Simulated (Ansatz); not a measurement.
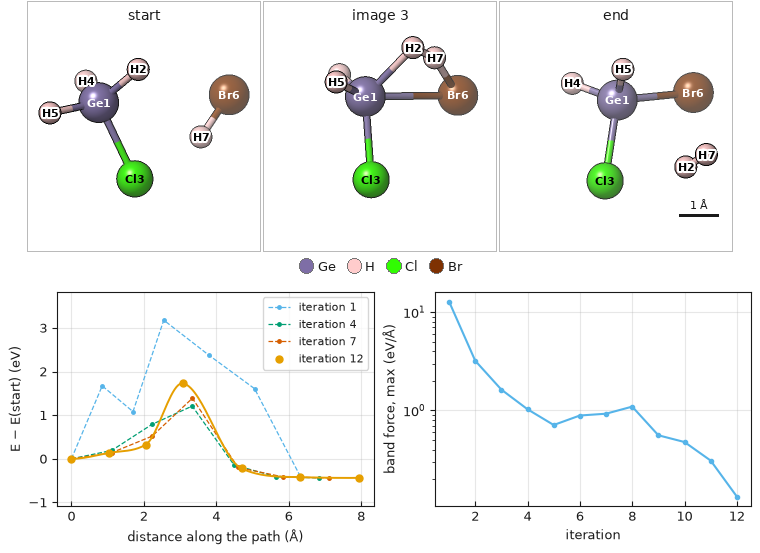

A nudged-elastic-band calculation for GeH₄BrCl, made up at the start of GeH$_{3}$Cl and HBr. Images are numbered from 0 (start) to 6 (end). The plot follows the band through its iterations. The picture is a ball-and-stick view, seen at a tilt.

Theory: RKS BLYP-D4/def2-SVP (Ansatz 0.2.0).

The input:
```yaml
crystal:
  periodic: [false, false, false]
  atoms:
    - { symbol: Ge, position_ang: [-0.300077, -0.29013, -0.05305] }
    - { symbol: H, position_ang: [-0.687171, -0.429041, 1.436995] }
    - { symbol: Cl, position_ang: [1.920928, -0.266168, -0.131313] }
    - { symbol: H, position_ang: [-0.784765, 1.03767, -0.678728] }
    - { symbol: H, position_ang: [-0.730757, -1.522602, -0.886819] }
    - { symbol: Br, position_ang: [1.295975, 2.74273, 2.03785] }
    - { symbol: H, position_ang: [1.866267, 1.663542, 1.246964] }
basis:
  gaussian: { orbitals: def2-SVP }
hamiltonian:
  xc: blyp
  dispersion: d4
neb:
  order_check: false
  images: 5
  f_tol: 0.2
  max_iterations: 60
  final_atoms:
    - { symbol: Ge, position_ang: [-0.20325133, 0.78704731, -0.50992723] }
    - { symbol: H, position_ang: [1.56101316, -0.71377607, 2.23195608] }
    - { symbol: Cl, position_ang: [1.81031161, -0.06955745, -0.65111836] }
    - { symbol: H, position_ang: [-0.71155436, 1.01915931, -1.95370158] }
    - { symbol: H, position_ang: [-1.068782, -0.16695975, 0.34723515] }
    - { symbol: Br, position_ang: [-0.08042415, 2.86045609, 0.56677518] }
    - { symbol: H, position_ang: [1.27308708, -0.78036844, 2.94067975] }
  initial_path:
    images:
      - { positions_ang: [[-0.300077, -0.29013, -0.05305], [-0.687171, -0.429041, 1.436995], [1.920928, -0.266168, -0.131313], [-0.784765, 1.03767, -0.678728], [-0.730757, -1.522602, -0.886819], [1.295975, 2.74273, 2.03785], [1.866267, 1.663542, 1.246964]] }
      - { positions_ang: [[-0.18396927, -0.19317328, -0.04808816], [-0.51542204, -0.28262782, 1.57433405], [2.01836574, -0.1837939, -0.26414415], [-0.72537666, 1.11462445, -0.66602692], [-0.69630095, -1.43538814, -0.80133683], [1.3218329, 2.53828513, 1.67955685], [1.36127027, 1.37807455, 1.49760415]] }
      - { positions_ang: [[-0.06786153, -0.09621655, -0.04312631], [-0.34367307, -0.13621463, 1.7116731], [2.11580348, -0.1014198, -0.3969753], [-0.66598832, 1.19157891, -0.65332584], [-0.6618449, -1.34817429, -0.71585466], [1.34769079, 2.33384027, 1.32126371], [0.85627354, 1.09260709, 1.74824431]] }
      - { positions_ang: [[0.0482462, 0.00074017, -0.03816447], [-0.17192411, 0.01019855, 1.84901214], [2.21324122, -0.0190457, -0.52980645], [-0.60659998, 1.26853336, -0.64062475], [-0.62738885, -1.26096043, -0.63037249], [1.37354869, 2.1293954, 0.96297056], [0.35127682, 0.80713964, 1.99888446]] }
      - { positions_ang: [[-0.03558631, 0.26284255, -0.19541873], [0.40572165, -0.23112632, 1.97666012], [2.07893135, -0.03588295, -0.57024375], [-0.64158477, 1.18540868, -1.07831703], [-0.7745199, -0.89629354, -0.30450328], [0.88889108, 2.3730823, 0.83090544], [0.6585469, 0.27797028, 2.31281622]] }
      - { positions_ang: [[-0.11941882, 0.52494493, -0.35267298], [0.9833674, -0.4724512, 2.1043081], [1.94462148, -0.0527202, -0.61068105], [-0.67656957, 1.10228399, -1.5160093], [-0.92165095, -0.53162664, 0.02136594], [0.40423346, 2.61676919, 0.69884031], [0.96581699, -0.25119908, 2.62674798]] }
      - { positions_ang: [[-0.20325133, 0.78704731, -0.50992723], [1.56101316, -0.71377607, 2.23195608], [1.81031161, -0.06955745, -0.65111836], [-0.71155436, 1.01915931, -1.95370158], [-1.068782, -0.16695975, 0.34723515], [-0.08042415, 2.86045609, 0.56677518], [1.27308708, -0.78036844, 2.94067975]] }
```

Launched with:
```bash
ansatz run input.yaml --threads 2 --pin off --max-ram 3072MiB --backend cpu --events-out ev --progress --plain --runs-dir out
```

Q: Did the band converge, and can the barrier be trusted?

A: The run met only a loose threshold, so the barrier can't be trusted yet. The band converged in 12 iterations. The largest component of the band force went from 13 to 0.13 eV/Å. The climbing image converged on the top of the path. Its curvatures weren't checked. The force threshold is so loose that the height of the top is at best an upper bound. The first iteration put the highest image at 3.18 eV. The highest point, image 3, lies 1.73 eV above the start and 2.16 eV above the end; the end is at −0.44 eV relative to the start.

Limits of the set-up: the start holds two separate molecules, 2.4 Å apart at their closest, whose relative position is a soft coordinate.

Cost: 100 s on 2 threads of Arm Neoverse V1, on a shared host, peak memory 0.14 GiB.
